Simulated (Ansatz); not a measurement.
# SiHF2 (SMILES F[SiH]F): levels of theory compared

We compute a comparison of 6 runs (U-r2SCAN/STO-3G, UB3LYP/STO-3G, UBLYP/STO-3G, UPBE/STO-3G, USVWN5/STO-3G, RPA@PBE/STO-3G) of SiHF2. 

The results are computed with Ansatz 0.2.0.

66 further runs of the same task are left out: 9 that didn't finish, 57 set aside as unsound or not needed.

## Step 1: Starting point

SiHF2 has 4 atoms, charge 0, and is taken as a doublet. SMILES: `F[SiH]F`. The Si2–F1 distance was set to 4.015 Å, away from the relaxed value. At this shape a bond of the SMILES string is far longer than usual.

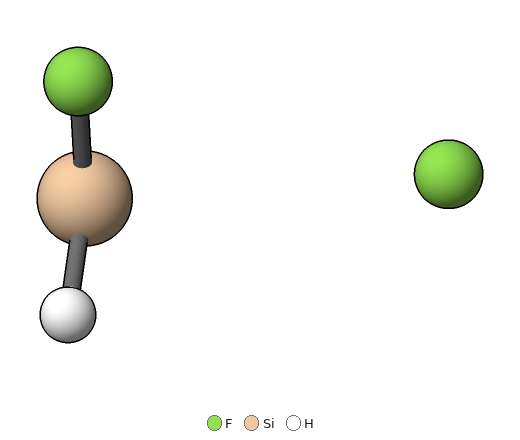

Viewed from a chosen angle; fluorine green, silicon light orange, hydrogen white.

## Step 2: The energy at U-r2SCAN/STO-3G (run 1)

in.yaml reads:

```yaml
crystal:
  periodic: [false, false, false]
  atoms:
    - symbol: F
      position_ang: [3.109460, 2.146781, -0.574065]
    - symbol: Si
      position_ang: [-0.028060, -0.342890, -0.301090]
    - symbol: F
      position_ang: [-1.234200, 0.716240, -0.252780]
    - symbol: H
      position_ang: [0.035310, -1.026330, 0.964150]
basis:
  gaussian:
    orbitals: STO-3G
magnetization:
  spin_polarized: true
  initial_magnetization: 1
hamiltonian:
  xc: {name: r2SCAN}
accuracy: high
```

The run is started by

```console
ansatz run in.yaml --threads 1 --pin off --max-ram 2610MiB --events-out events.jsonl --progress --plain --runs-dir runs
```

The log of the run:

```text
Warning: RAYON_NUM_THREADS=1 ignored (pool sized by the plan → 1); use --threads N
Functional definition: r2SCAN
  name "r2SCAN"
  parameter k0 = 0.174
  parameter k1 = 0.065
  parameter a1 = 4.9479
  exchange = r2scan_x(k0 = k0, k1 = k1, a1 = a1)
  correlation = r2scan_c
318 factors; integrals over basis functions are off by at most 3.4e-8 eV
mean field evaluation 1: about -13137.9724 eV, gradient 1.1e1 eV
mean field evaluation 2: about -12754.7648 eV, gradient 1.3e1 eV
mean field evaluation 4: about -13134.9276 eV, gradient 2.5e1 eV
mean field evaluation 8: about -13150.0548 eV, gradient 2.8e0 eV
mean field evaluation 16: about -13150.2367 eV, gradient 5.8e-2 eV
mean field evaluation 32: about -13150.2282 eV, gradient 4.0e-4 eV
mean field evaluation 64: about -13150.2233 eV, gradient 6.5e-3 eV
mean field -13150.22822486 eV, -483.2619737186 hartree, gradient 2.3e-8 eV, S^2 0.750007; 6 other end points of the search recorded, 0 dependent functions left out
reference -13150.22822542 eV, -483.2619737394 hartree; 17, 16 occupied and 3, 4 virtual orbitals, 318 factors
Total energy: -13150.22822542 eV, -483.2619737394 hartree
```

Wall time 27 s (1 thread of Intel Xeon 6975P-C (Granite Rapids), shared host); peak memory 0.23 GiB.

## Step 3: The energy at UB3LYP/STO-3G (run 2)

input.yaml reads:

```yaml
crystal:
  periodic: [false, false, false]
  atoms:
    - {symbol: F, position_ang: [3.109460, 2.146781, -0.574065]}
    - {symbol: Si, position_ang: [-0.028060, -0.342890, -0.301090]}
    - {symbol: F, position_ang: [-1.234200, 0.716240, -0.252780]}
    - {symbol: H, position_ang: [0.035310, -1.026330, 0.964150]}
basis:
  gaussian:
    orbitals: STO-3G
magnetization:
  spin_polarized: true
  initial_magnetization: 1
accuracy: high
hamiltonian:
  xc: {name: B3LYP}
total_charge: 0
```

The run is started by

```console
ansatz run input.yaml --threads 1 --pin off --max-ram 2610MiB --events-out events.jsonl --progress --plain --runs-dir runs
```

The log of the run:

```text
Warning: RAYON_NUM_THREADS=1 ignored (pool sized by the plan → 1); use --threads N
Functional definition: B3LYP
  name "B3LYP"
  parameter a0 = 0.2
  parameter ax = 0.72
  parameter ac = 0.81
  exchange = (1 - a0 - ax)*slater_x + ax*b88_x + a0*exact_x
  correlation = (1 - ac)*vwn_rpa_c + ac*lyp_c
318 factors; integrals over basis functions are off by at most 3.4e-8 eV
mean field evaluation 1: about -13139.0530 eV, gradient 1.3e1 eV
mean field evaluation 2: about -12756.5362 eV, gradient 1.3e1 eV
mean field evaluation 4: about -13137.6550 eV, gradient 2.0e1 eV
mean field evaluation 8: about -13151.7854 eV, gradient 2.2e0 eV
mean field evaluation 16: about -13151.8957 eV, gradient 3.8e-2 eV
mean field evaluation 32: about -13151.8975 eV, gradient 4.1e-8 eV
mean field -13151.89751303 eV, -483.3233189274 hartree, gradient 4.1e-8 eV, S^2 0.750002; 6 other end points of the search recorded, 0 dependent functions left out
reference -13151.89753717 eV, -483.3233198147 hartree; 17, 16 occupied and 3, 4 virtual orbitals, 318 factors
Total energy: -13151.89753717 eV, -483.3233198147 hartree
```

Run time: 4.8 s. Hardware: 1 thread of Intel Xeon 6975P-C (Granite Rapids), shared host; peak memory 0.14 GiB.

Runs 3 to 4 aren't shown in full; the table further down has their settings and results.

## Step 4: A single-point energy at USVWN5/STO-3G (run 5)

in.yaml reads:

```yaml
crystal:
  periodic: [false, false, false]
  atoms:
    - {symbol: F, position_ang: [3.109460, 2.146781, -0.574065]}
    - {symbol: Si, position_ang: [-0.028060, -0.342890, -0.301090]}
    - {symbol: F, position_ang: [-1.234200, 0.716240, -0.252780]}
    - {symbol: H, position_ang: [0.035310, -1.026330, 0.964150]}
basis:
  gaussian:
    orbitals: STO-3G
magnetization:
  spin_polarized: true
  initial_magnetization: 1
hamiltonian:
  xc: {name: SVWN5}
accuracy: high
```

The run is started by

```console
ansatz run in.yaml --threads 1 --pin off --max-ram 2610MiB --events-out events.jsonl --progress --plain --runs-dir runs
```

The log of the run:

```text
Warning: RAYON_NUM_THREADS=1 ignored (pool sized by the plan → 1); use --threads N
Functional definition: SVWN5
  name "SVWN5"
  exchange = slater_x
  correlation = vwn5_c
318 factors; integrals over basis functions are off by at most 3.4e-8 eV
mean field evaluation 1: about -13071.0277 eV, gradient 1.0e1 eV
mean field evaluation 2: about -12688.4817 eV, gradient 1.3e1 eV
mean field evaluation 4: about -13066.9275 eV, gradient 2.8e1 eV
mean field evaluation 8: about -13082.9632 eV, gradient 2.2e0 eV
mean field evaluation 16: about -13083.1771 eV, gradient 1.0e-2 eV
mean field evaluation 32: about -13080.4047 eV, gradient 4.0e0 eV
mean field evaluation 64: about -13083.1476 eV, gradient 7.0e-1 eV
mean field evaluation 96: about -13082.5965 eV, gradient 4.9e0 eV
mean field -13083.17712764 eV, -480.7978913447 hartree, gradient 1.6e-8 eV, S^2 0.750097; 8 other end points of the search recorded, 0 dependent functions left out
reference -13083.17712904 eV, -480.7978913964 hartree; 17, 16 occupied and 3, 4 virtual orbitals, 318 factors
Total energy: -13083.17712904 eV, -480.7978913964 hartree
```

Run time: 2.3 s. Hardware: 1 thread of Intel Xeon 6975P-C (Granite Rapids), shared host; peak memory 0.12 GiB.

## Step 5: The energy at RPA@PBE/STO-3G (run 6)

run.yaml reads:

```yaml
crystal:
  periodic: [false, false, false]
  atoms:
    - {symbol: F, position_ang: [3.109460, 2.146781, -0.574065]}
    - {symbol: Si, position_ang: [-0.028060, -0.342890, -0.301090]}
    - {symbol: F, position_ang: [-1.234200, 0.716240, -0.252780]}
    - {symbol: H, position_ang: [0.035310, -1.026330, 0.964150]}
basis:
  gaussian: {orbitals: STO-3G}
accuracy: high
magnetization: {spin_polarized: true, initial_magnetization: 1}
hamiltonian: {xc: {name: PBE}}
correlation: {method: rpa, frozen_orbitals: {F: 1, H: 0, Si: 5}}
```

The run is started by

```console
ansatz run run.yaml --threads 1 --pin off --max-ram 2610MiB --events-out events.jsonl --progress --plain --runs-dir runs
```

The log of the run:

```text
Warning: RAYON_NUM_THREADS=1 ignored (pool sized by the plan → 1); use --threads N
Functional definition: PBE
  name "PBE"
  parameter kappa = 0.804
  parameter beta = 0.06672455060314922
  exchange = pbe_x(kappa = kappa, mu = beta*pi^2/3)
  correlation = pbe_c(beta = beta)
318 factors; integrals over basis functions are off by at most 3.4e-8 eV
mean field evaluation 1: about -13129.8015 eV, gradient 1.1e1 eV
mean field evaluation 2: about -13129.7841 eV, gradient 1.1e1 eV
mean field evaluation 4: about -13117.4811 eV, gradient 4.8e1 eV
mean field evaluation 8: about -13140.9598 eV, gradient 4.8e0 eV
mean field evaluation 16: about -13142.2016 eV, gradient 2.1e-2 eV
mean field evaluation 32: about -13127.9412 eV, gradient 1.1e1 eV
mean field evaluation 64: about -13142.2014 eV, gradient 3.3e-3 eV
mean field evaluation 96: about -13142.2010 eV, gradient 9.2e-2 eV
mean field evaluation 128: about -13142.2011 eV, gradient 1.0e-2 eV
mean field -13142.20165020 eV, -482.9670025406 hartree, gradient 3.4e-9 eV, S^2 0.750056; 8 other end points of the search recorded, 0 dependent functions left out
7 core orbitals not correlated: weight in the atoms' cores, before any rotation towards them, 1.000 or more for the frozen orbitals, at most 0.000 for the correlated occupied ones
reference -13118.66594011 eV, -482.1020811479 hartree; 10, 9 occupied and 3, 4 virtual orbitals, 318 factors
Total energy: -13123.77919698 eV, -482.2899898720 hartree
```

It took 6.9 s on 1 thread of Intel Xeon 6975P-C (Granite Rapids), shared host; peak memory 0.14 GiB.

## Step 6: The series

```csv
run,level,frozen core orbitals,energy (Eh),⟨S²⟩,wall time
1,U-r2SCAN/STO-3G,–,-483.261974,0.750,27 s
2,UB3LYP/STO-3G,–,-483.323320,0.750,4.8 s
3,UBLYP/STO-3G,–,-483.233331,0.750,6.3 s
4,UPBE/STO-3G,–,-482.967003,0.750,6.6 s
5,USVWN5/STO-3G,–,-480.797891,0.750,2.3 s
6,RPA@PBE/STO-3G,7,-482.289990,0.750,6.9 s
```

## Step 7: Results

| quantity | value |
| --- | --- |
| run 6: total energy | -482.28999 Eh |
| run 6: RPA correlation energy (valence) | -187.9 mEh |
| run 6: ⟨S²⟩ of the reference determinant | 0.750 |

In words: Totals of different functionals can't be ranked against each other. In runs 1, 2, 3, 4, 5, 6 the basis is minimal, so the values are rough. All runs together took 54 s, the longest 27 s.
